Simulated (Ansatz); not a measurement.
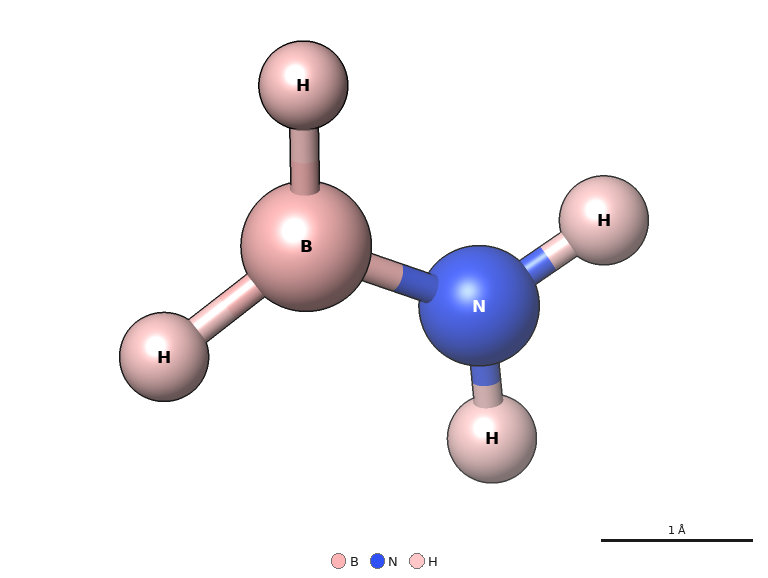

Depth is shown by fading: the farther an atom, the more it takes the colour of the background. The geometry was computed by an optimisation with PBE0-D4/def2-TZVP. Masses are those of the most abundant isotopes; constants are for the rigid equilibrium geometry.

Q: Classify the rotor and give the rotational constants (MHz).

A: An asymmetric top (C2v): A = 138987, B = 27711, C = 23104 MHz. Ray's parameter κ is −0.92, close to the prolate limit.
